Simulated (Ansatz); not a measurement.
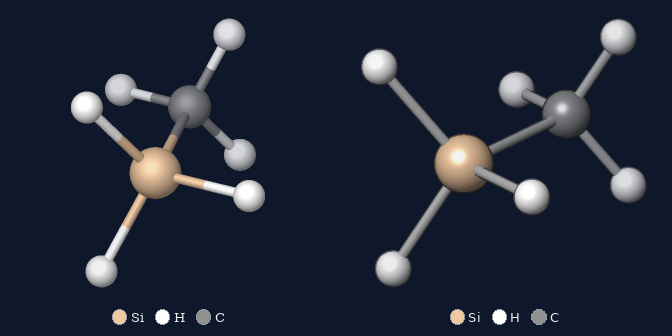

Simulated data, not a measurement (program: Ansatz).

Both panels show the same species.

What does the picture show?

Formula CH₆Si. This geometry has C3v symmetry. Coordination: 1 Si tetrahedral; 1 C tetrahedral.
